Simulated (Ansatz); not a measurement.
**Cl2FH3NOTi (doublet): density, localisation and related maps**

```xyz
9

Ti    0.0583   -0.6380    1.1189
F    -0.2961   -2.1953    1.8336
Cl    2.0697   -0.5444    0.1692
Cl   -1.7844    0.7101    0.4405
N    -0.7484   -1.2556   -0.7502
H    -1.6157   -1.8085   -0.8401
H    -0.5733   -0.7640   -1.6399
O     0.2320    0.4301    2.5309
H    -0.1484    1.2900    2.7846
```

Level of theory: UKS PBE/def2-SVP (Ansatz 0.2.0).

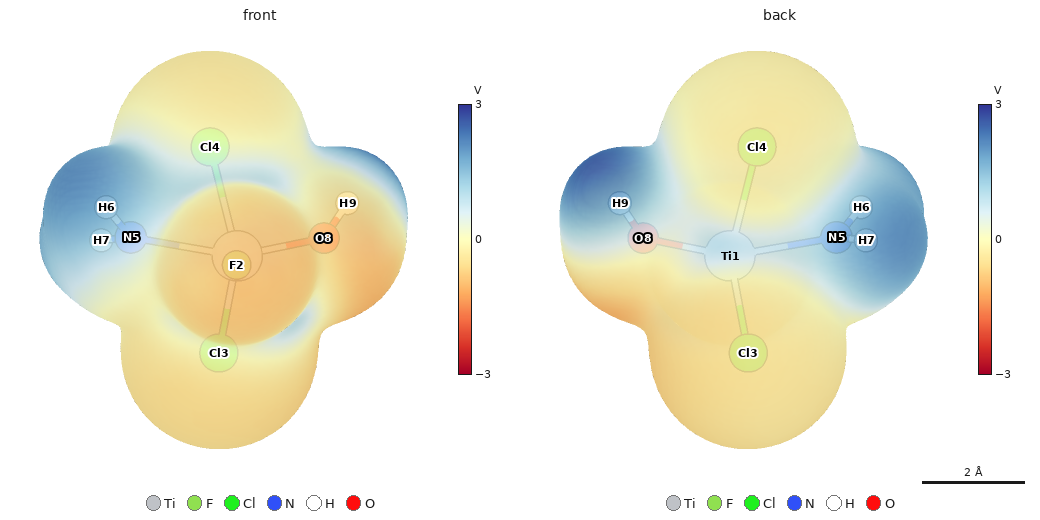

Figure 1. The molecular electrostatic potential painted on the density surface at 0.002 e/bohr³, seen from the front and from behind; red is negative and blue positive.

Where is the surface potential most negative and most positive?

The most negative region (about −1.0 V, or −23 kcal/mol for a unit charge) lies over O8, the most positive (about +2.5 V, or +58 kcal/mol for a unit charge) over H9. O8 is the likeliest acceptor of a hydrogen bond.

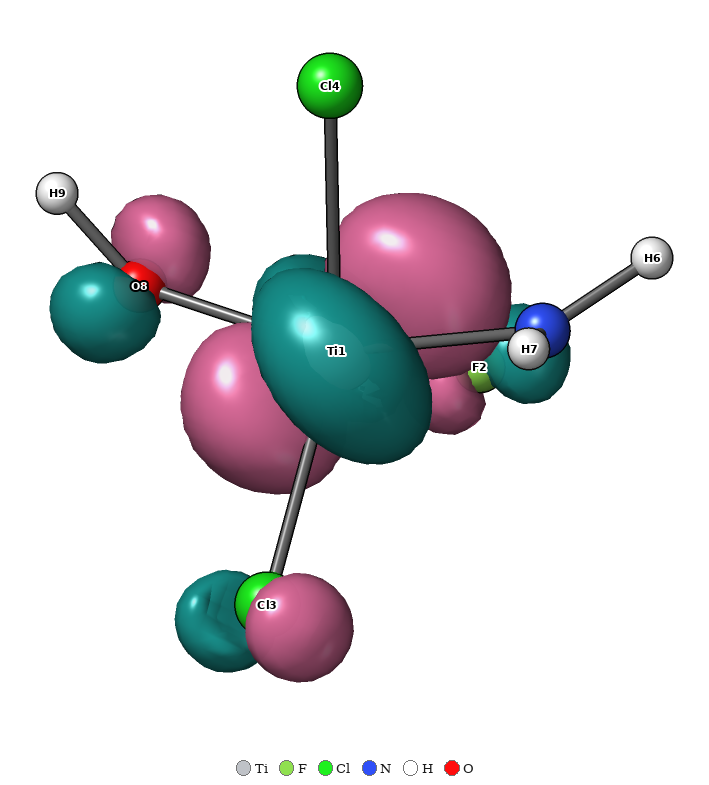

Figure 2. The LUMO (α) at ±0.15 Å⁻³ᐟ² (teal and pink are the two phases), seen at an oblique angle.

Where does this orbital lie, and at what energy?

By Hirshfeld shares it lies mainly on Ti1 (about 75 %), Cl3 (about 10 %) and O8 (about 5 %). Its energy is −3.40 eV.

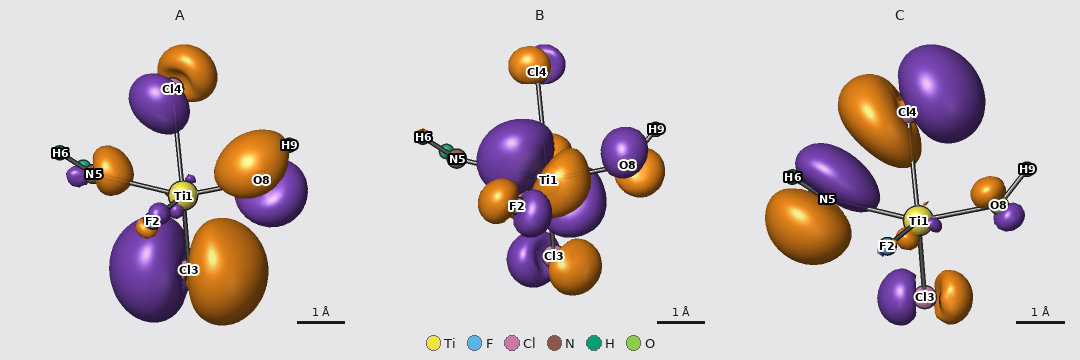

Figure 3. Three frontier orbitals at ±0.1 Å⁻³ᐟ² (orange and purple are the two phases), in no order.

Which picture is the HOMO−1, the HOMO and the LUMO? All are α orbitals.

A is the HOMO−1 (α) (−7.22 eV). It lies mainly on Cl3 (about 65 %), O8 (about 20 %) and Cl4 (about 5 %). C is the HOMO (α) (−6.52 eV). Its weight (Hirshfeld) is mainly on Cl4 (about 50 %) and N5 (about 40 %); largely a combination of lone pairs on Cl4 and N5. B is the LUMO (α) (−3.40 eV). It lies mainly on Ti1 (about 75 %), Cl3 (about 10 %) and O8 (about 5 %).

What is the gap between the highest occupied and lowest empty α orbitals?

3.12 eV between the orbital energies.
